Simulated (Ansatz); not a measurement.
Input file:

```
crystal:
  lattice:
    - [4.1249356008, 0.0, 0.0]
    - [-2.0624678004, 3.5722990192, 0.0]
    - [0.0, 0.0, 10.1016363154]
  atoms:
    - { symbol: As, position: [0.0, 0.0, 0.0064430785] }
    - { symbol: As, position: [0.3333333333, 0.6666666667, 0.3267283983] }
    - { symbol: Sb, position: [0.6666666667, 0.3333333333, 0.6659695656] }
    - { symbol: Ga, position: [0.3333333333, 0.6666666667, 0.0831172545] }
    - { symbol: Ga, position: [0.6666666667, 0.3333333333, 0.4034927422] }
    - { symbol: Ga, position: [0.0, 0.0, 0.7642489609] }
kpoints:
  mp_grid: { grid: [12, 12, 4] }
  band_path:
    path:
      - [0.0, 0.0, 0.0]
      - [0.5, 0.0, 0.0]
      - [0.3333333333, 0.3333333333, 0.0]
      - [0.0, 0.0, 0.5]
      - [0.5, 0.0, 0.5]
      - [0.3333333333, 0.3333333333, 0.5]
      - [0.0, 0.0, 0.1]
    npoints: 1
hamiltonian:
  xc: r2scan
scf:
  occupations: { method: fermi_dirac, width: 0.02 }
  n_extra_bands: 5
output:
  forces: true
  stress: true
  eigenvalues: true
  write_density: true
  write_potential: true
  elf: true
  volumetric_format: npy
```

Command:

```sh
ansatz run input.yaml --threads 4 --pin off --max-ram 6451MiB --backend cpu --events-out ev --progress --plain --runs-dir out
```

Below, planes, directions and counts refer to the conventional cell (a = 4.12 Å, b = 4.12 Å, c = 10.10 Å, α = 90.00°, β = 90.00°, γ = 120.00°).

Space group P3m1; started from the ordered alloy on zincblende lattice prototype, which need not be the ambient phase.

Theory: Ansatz, DFT, r2SCAN, plane waves, PAW.

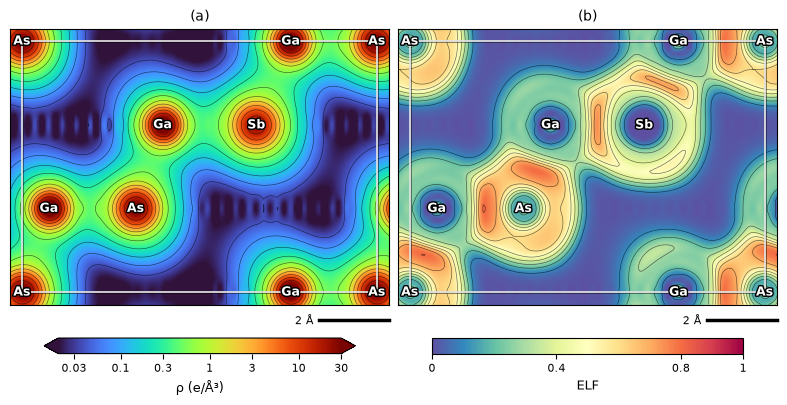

Ga₃SbAs₂. (a) valence pseudo-density; (b) ELF on the (110) plane of the conventional cell.

In a PAW calculation such maps are meaningful between the atoms, not at the nuclei.

### Describe what can be read from this map.

- The section cuts through As, Sb and Ga sites.
- Ga–As (2.45 Å): ρ at the midpoint is about 0.49 e/Å³; the ELF peaks at about 0.80 between the atoms: a shared electron pair.
- Ga–Sb (2.58 Å): ρ at the midpoint is about 0.47 e/Å³; the ELF peaks at about 0.70 between the atoms.
- Ga–As (2.50 Å): ρ is about 0.46 e/Å³ halfway; the ELF peaks at about 0.80 between the atoms (a covalent bond).
- Ga–Sb (2.65 Å): ρ at the midpoint is about 0.44 e/Å³, with its minimum of 0.39 e/Å³ about 1.1 Å from Ga; the ELF peaks at about 0.75 between the atoms.
- The density dies away to nearly zero in the voids.
